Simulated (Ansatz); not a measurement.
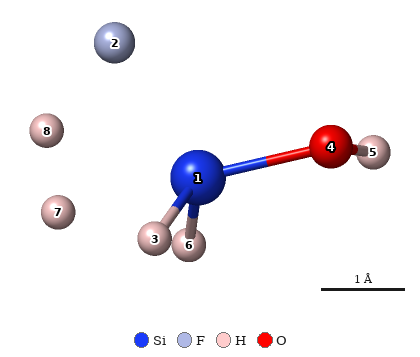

The starting structure (ball-and-stick view, seen at a tilt; atoms are numbered from 1 in the order of the input).

SiH$_{5}$OF: geometry relaxation (part 1 of 2)

The run: geometry relaxation of SiH$_{5}$OF. Method and program: RKS PBE-D4/6-31G* (Ansatz 0.2.0).

The input holds or restrains some coordinates. Forces given for the steps count only the free coordinates. It belongs to a series of runs on one base structure; here: pulled along the bonds that form and break, towards end B. Figures and captions count atoms from 1; the log counts them from 0 in places.

### The program's output
```
The last accepted step is kept in [file] (removed where the run ends without a failure and the disk answers)
Engine: ansatz 0.2.0, x86_64-unknown-linux-gnu
Functional definition: PBE
  parameter kappa = 0.804
  parameter beta = 0.06672455060314922
  exchange = pbe_x(kappa = kappa, mu = beta*pi^2/3)
  correlation = pbe_c(beta = beta)
701 factors; their error is unknown
mean field evaluation 1: about -12706.6992 eV, gradient 5.6e1 eV
mean field evaluation 2: about -12677.8795 eV, gradient 1.3e2 eV
mean field evaluation 4: about -12711.9025 eV, gradient 1.2e1 eV
mean field evaluation 8: about -12712.0779 eV, gradient 1.1e-1 eV
mean field -12712.07794990 eV, -467.1602481030 hartree, gradient 3.4e-5 eV, S^2 0.000000; 0 other end points of the search recorded, 0 dependent functions left out
the calculation of the forces begins
reference -12712.07798084 eV, -467.1602492399 hartree; 18, 18 occupied and 41, 41 virtual orbitals, 701 factors
relax step   1: F+E_penalty+E_count = -12712.18588103 eV  Δ(F+E_penalty+E_count) = +0.000e0 eV  max|allowed force component| = 2.791e0 eV/Å  E_restraint = 25.90027703 eV  max|allowed force component, restraints' pulls added| = 2.554e1 eV/Å  Δτ_max = 0.0000 Å  (24 SCF iters, accepted)
  distance Si 0 - H 6 = 1.7600 Å
  distance H 7 - F 1 = 1.3483 Å
  distance Si 0 - F 1 = 1.9400 Å
  distance H 7 - H 6 = 1.0051 Å
these checks for a lower state are left out or cut short: starts, cluster_reference, orbital_swaps, neighbouring_geometries, increment
701 factors; their error is unknown
mean field evaluation 16: about -12710.1584 eV, gradient 1.2e1 eV
mean field -12710.94534792 eV, -467.1186257477 hartree, gradient 1.8e-5 eV, S^2 0.000000; 0 other end points of the search recorded, 0 dependent functions left out
[... from here on the field's lines of each further geometry are left out, up to the last ...]
relax step   2: F+E_penalty+E_count = -12711.04683994 eV  Δ(F+E_penalty+E_count) = +1.139e0 eV  max|allowed force component| = 2.786e0 eV/Å  E_restraint = 11.67496669 eV  max|allowed force component, restraints' pulls added| = 1.625e1 eV/Å  Δτ_max = 0.1949 Å  (31 SCF iters, accepted)
relax step   3: F+E_penalty+E_count = -12710.78393891 eV  Δ(F+E_penalty+E_count) = +2.629e-1 eV  max|allowed force component| = 2.439e0 eV/Å  E_restraint = 3.03100084 eV  max|allowed force component, restraints' pulls added| = 8.180e0 eV/Å  Δτ_max = 0.1948 Å  (32 SCF iters, accepted)
relax step   4: F+E_penalty+E_count = -12711.32149936 eV  Δ(F+E_penalty+E_count) = -5.376e-1 eV  max|allowed force component| = 2.143e0 eV/Å  E_restraint = 0.15472840 eV  max|allowed force component, restraints' pulls added| = 2.923e0 eV/Å  Δτ_max = 0.1941 Å  (31 SCF iters, accepted)
relax step   5: F+E_penalty+E_count = -12712.10571738 eV  Δ(F+E_penalty+E_count) = -7.842e-1 eV  max|allowed force component| = 1.682e0 eV/Å  E_restraint = 0.03521079 eV  max|allowed force component, restraints' pulls added| = 7.643e-1 eV/Å  Δτ_max = 0.1945 Å  (27 SCF iters, accepted)
relax step   6: F+E_penalty+E_count = -12712.58566088 eV  Δ(F+E_penalty+E_count) = -4.799e-1 eV  max|allowed force component| = 1.013e0 eV/Å  E_restraint = 0.03063993 eV  max|allowed force component, restraints' pulls added| = 9.881e-1 eV/Å  Δτ_max = 0.1951 Å  (26 SCF iters, accepted)
relax step   7: F+E_penalty+E_count = -12712.88966691 eV  Δ(F+E_penalty+E_count) = -3.040e-1 eV  max|allowed force component| = 9.326e-1 eV/Å  E_restraint = 0.02775643 eV  max|allowed force component, restraints' pulls added| = 8.330e-1 eV/Å  Δτ_max = 0.1971 Å  (25 SCF iters, accepted)
relax step   8: F+E_penalty+E_count = -12713.01983665 eV  Δ(F+E_penalty+E_count) = -1.302e-1 eV  max|allowed force component| = 9.659e-1 eV/Å  E_restraint = 0.01735556 eV  max|allowed force component, restraints' pulls added| = 2.365e-1 eV/Å  Δτ_max = 0.1994 Å  (25 SCF iters, accepted)
relax step   9: F+E_penalty+E_count = -12713.06693184 eV  Δ(F+E_penalty+E_count) = -4.710e-2 eV  max|allowed force component| = 9.890e-1 eV/Å  E_restraint = 0.01548420 eV  max|allowed force component, restraints' pulls added| = 1.727e-1 eV/Å  Δτ_max = 0.1994 Å  (25 SCF iters, accepted)
relax step  10: F+E_penalty+E_count = -12713.10982861 eV  Δ(F+E_penalty+E_count) = -4.290e-2 eV  max|allowed force component| = 1.025e0 eV/Å  E_restraint = 0.01854169 eV  max|allowed force component, restraints' pulls added| = 5.499e-1 eV/Å  Δτ_max = 0.1950 Å  (26 SCF iters, accepted)
relax step  11: F+E_penalty+E_count = -12713.14048955 eV  Δ(F+E_penalty+E_count) = -3.066e-2 eV  max|allowed force component| = 1.159e0 eV/Å  E_restraint = 0.02215905 eV  max|allowed force component, restraints' pulls added| = 1.159e0 eV/Å  Δτ_max = 0.1932 Å  (25 SCF iters, accepted)
relax step  12: F+E_penalty+E_count = -12713.16867488 eV  Δ(F+E_penalty+E_count) = -2.819e-2 eV  max|allowed force component| = 1.472e0 eV/Å  E_restraint = 0.03413181 eV  max|allowed force component, restraints' pulls added| = 1.472e0 eV/Å  Δτ_max = 0.1948 Å  (25 SCF iters, accepted)
relax step  13: F+E_penalty+E_count = -12713.29489027 eV  Δ(F+E_penalty+E_count) = -1.262e-1 eV  max|allowed force component| = 8.654e-1 eV/Å  E_restraint = 0.02909682 eV  max|allowed force component, restraints' pulls added| = 8.654e-1 eV/Å  Δτ_max = 0.1995 Å  (24 SCF iters, accepted)
relax step  14: F+E_penalty+E_count = -12713.39353151 eV  Δ(F+E_penalty+E_count) = -9.864e-2 eV  max|allowed force component| = 1.103e0 eV/Å  E_restraint = 0.06554368 eV  max|allowed force component, restraints' pulls added| = 1.659e0 eV/Å  Δτ_max = 0.1986 Å  (32 SCF iters, accepted)
relax step  15: F+E_penalty+E_count = -12713.45595402 eV  Δ(F+E_penalty+E_count) = -6.242e-2 eV  max|allowed force component| = 7.899e-1 eV/Å  E_restraint = 0.01481472 eV  max|allowed force component, restraints' pulls added| = 1.973e-1 eV/Å  Δτ_max = 0.2000 Å  (27 SCF iters, accepted)
the calculation of the forces begins
reference -12713.35916732 eV, -467.2073319746 hartree; 18, 18 occupied and 41, 41 virtual orbitals, 701 factors
relax step  16: F+E_penalty+E_count = -12713.45836326 eV  Δ(F+E_penalty+E_count) = -2.409e-3 eV  max|allowed force component| = 7.166e-1 eV/Å  E_restraint = 0.01505242 eV  max|allowed force component, restraints' pulls added| = 3.984e-2 eV/Å  Δτ_max = 0.0278 Å  (25 SCF iters, accepted)
  distance Si 0 - H 6 = 1.4829 Å
  distance H 7 - F 1 = 0.9400 Å
  distance Si 0 - F 1 = 2.7987 Å
  distance H 7 - H 6 = 1.8613 Å
701 factors; their error is unknown
mean field evaluation 128: about -12680.6972 eV, gradient 1.3e2 eV
```

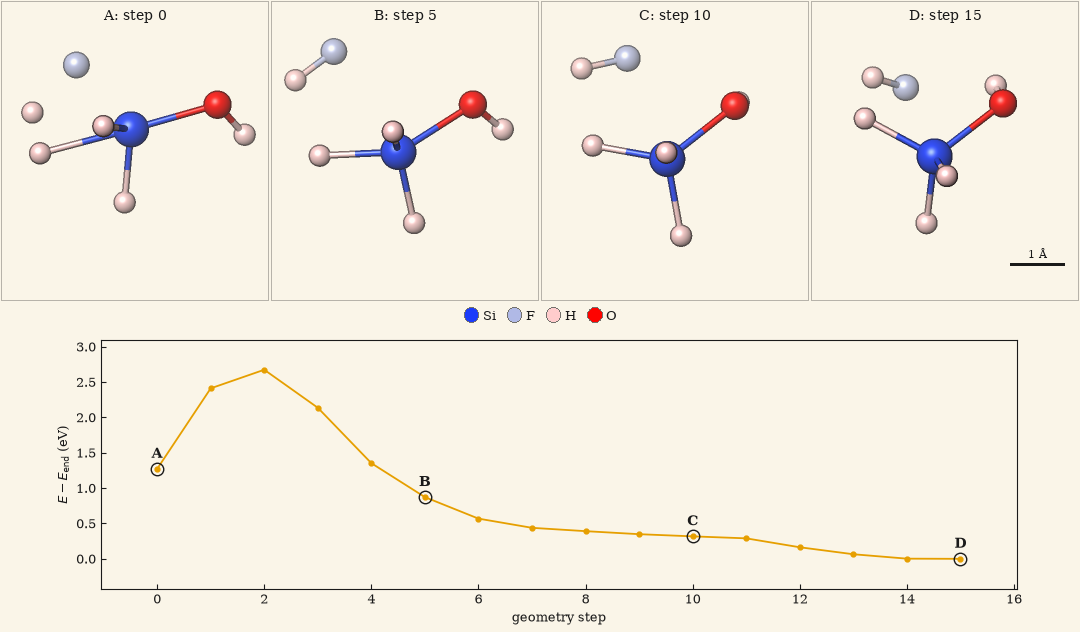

Frames of the restrained relaxation (ball-and-stick view, seen at a tilt) above the curves, on which the letters mark them (the first geometry is step 0 here and step 1 in the log).

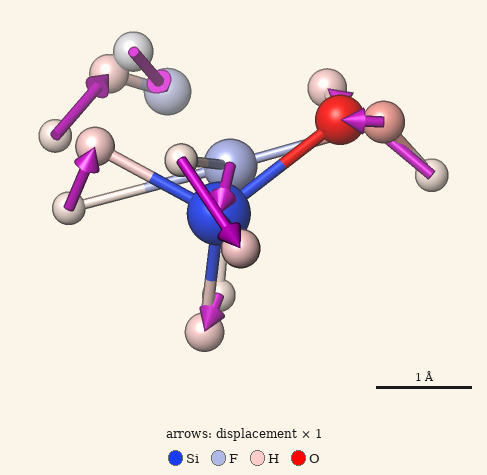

Start (faint) and end (solid) with the displacements as pink arrows, at true length (ball-and-stick view, seen at a tilt). The two geometries are laid on each other by the best rigid fit. After 15 geometry steps the energy has fallen by 1.272 eV. The largest force component goes from 2.8 to 0.72 eV/Å. The largest move after the best rigid fit is that of H5, 1.44 Å. By element the largest moves are H 1.44 Å, F 0.97 Å, Si 0.72 Å, O 0.46 Å. Among the contacts that change: F2–H8 1.348 → 0.940 Å, Si1–H7 1.760 → 1.483 Å, Si1–H3 1.460 → 1.496 Å, O4–H5 1.010 → 0.980 Å. New bonds form: F2–H8 (1.35 → 0.94 Å). Among the angles that change: O4–Si1–H7 176.6° → 112.3°, H3–Si1–H7 67.2° → 106.6°, H6–Si1–H7 72.8° → 106.8°. (Atoms are counted from 1 in the order of the input.)

```
mean field -12713.35913719 eV, -467.2073308674 hartree, gradient 2.1e-5 eV, S^2 0.000000; 1 other end points of the search recorded, 0 dependent functions left out
the calculation of the forces begins
reference -12713.35916732 eV, -467.2073319746 hartree; 18, 18 occupied and 41, 41 virtual orbitals, 701 factors
Total energy: -12713.45839339 eV, -467.2109784656 hartree
Atom 0 at     0.305813    -0.301985    -0.561102 Å, force    -0.296383     0.256974    -0.716590 eV/Å
Atom 1 at    -0.917567    -0.343397     1.955763 Å, force    -0.700025     0.092149     0.224411 eV/Å
Atom 2 at     1.195862    -0.076850    -1.742119 Å, force    -0.007894    -0.000923     0.004076 eV/Å
Atom 3 at    -0.409117     1.175109    -0.236492 Å, force     0.020832    -0.006554    -0.032632 eV/Å
Atom 4 at    -0.950013     1.105570     0.577512 Å, force     0.006577    -0.016605     0.008344 eV/Å
Atom 5 at    -0.647971    -1.422472    -0.854622 Å, force    -0.003551    -0.013780    -0.008242 eV/Å
Atom 6 at     1.178282    -0.761657     0.546412 Å, force     0.422935    -0.217984     0.468397 eV/Å
Atom 7 at     0.008011    -0.506620     1.971148 Å, force     0.557509    -0.093277     0.052236 eV/Å
Dipole moment:     0.155439    -0.215666     0.304654 e Å
```

### Trajectory as extended XYZ (Å, eV, eV/Å), 16 frames, from step=1 to step=16
```
8
Properties=species:S:1:pos:R:3:forces:R:3 step=1 energy=-12712.18588
Si    0.0000    0.0000    0.0000    0.2531   0.0574   1.6193
F     0.0000    0.0000    1.9400   -0.8510   1.3711  -1.8473
H     1.3768    0.0000   -0.4862    0.4024   1.0434  -0.4326
O    -0.7913    1.3709   -0.5594   -1.2072  -0.4555   0.1257
H    -1.7491    1.1401   -0.7818    1.2099   0.4081   0.4118
H    -0.6877   -1.1914   -0.4862   -0.9029  -0.2302  -0.3020
H     0.9186   -1.3949    0.5550    0.2483  -0.7016   2.7911
H     0.6960   -1.0570    1.4751    0.8474  -1.4927  -2.3659
8
Properties=species:S:1:pos:R:3:forces:R:3 step=2 energy=-12711.04684
Si    0.0331   -0.0477   -0.1049    0.1223  -0.0791   1.1820
F     0.0247   -0.0365    2.0658    0.3412  -0.4228  -1.8072
H     1.3965    0.0129   -0.5009    1.1182   1.4661  -1.0316
O    -0.7928    1.3593   -0.5569   -0.4889  -0.5149   0.4156
H    -1.7414    1.1424   -0.7779    0.7227   0.2097   0.3610
H    -0.7044   -1.2055   -0.4982   -1.4569  -0.5513  -0.8292
H     0.9165   -1.3961    0.3976   -0.0573  -0.4018   2.7858
H     0.6310   -0.9612    1.6319   -0.3012   0.2941  -1.0766
8
Properties=species:S:1:pos:R:3:forces:R:3 step=3 energy=-12710.78394
Si    0.0721   -0.1081   -0.2501   -0.3216   0.3233   0.5315
F     0.0626   -0.0934    2.2018    0.2396  -0.3034  -0.8766
H     1.4275    0.0425   -0.5286    1.8088   1.7883  -1.5899
O    -0.7919    1.3464   -0.5461    0.2417  -0.8231   0.6081
H    -1.7340    1.1441   -0.7719    0.3819   0.0293   0.3424
H    -0.7370   -1.2220   -0.5218   -1.9587  -0.9191  -1.3714
H     0.8993   -1.3805    0.2878   -0.1655  -0.3378   2.4388
H     0.5647   -0.8613    1.7854   -0.2262   0.2425  -0.0829
8
Properties=species:S:1:pos:R:3:forces:R:3 step=4 energy=-12711.32150
Si    0.1146   -0.1801   -0.3851   -0.1809   0.3747   0.0466
F     0.0751   -0.1106    2.3398   -1.3782   2.1245   0.8758
H     1.5198    0.1424   -0.6463    0.2429   1.1002  -1.3377
O    -0.7717    1.3079   -0.5057    0.6293  -1.1177   0.4407
H    -1.7122    1.1337   -0.7463    0.2923  -0.0939   0.3506
H    -0.8408   -1.2687   -0.6301   -0.9163   0.0249  -1.3408
H     0.8493   -1.3516    0.2622   -0.0608  -0.2696   2.1149
H     0.5292   -0.8055    1.9680    1.3717  -2.1430  -1.1502
8
Properties=species:S:1:pos:R:3:forces:R:3 step=5 energy=-12712.10572
Si    0.1487   -0.2339   -0.3899   -0.4266   0.3613  -0.8041
F     0.0417   -0.0577    2.3913   -0.1748   0.2684  -0.0283
H     1.5146    0.2302   -0.8198   -0.3114   0.1936  -0.7183
O    -0.7201    1.2428   -0.4500    0.2470  -0.6663   0.3927
H    -1.6654    1.0966   -0.6874    0.3202  -0.1031   0.3835
H    -0.9049   -1.2568   -0.8132    0.1779   0.4120  -0.7643
H     0.8210   -1.3465    0.3467    0.0056  -0.1932   1.6822
H     0.5277   -0.8070    2.0787    0.1623  -0.2726  -0.1435
```
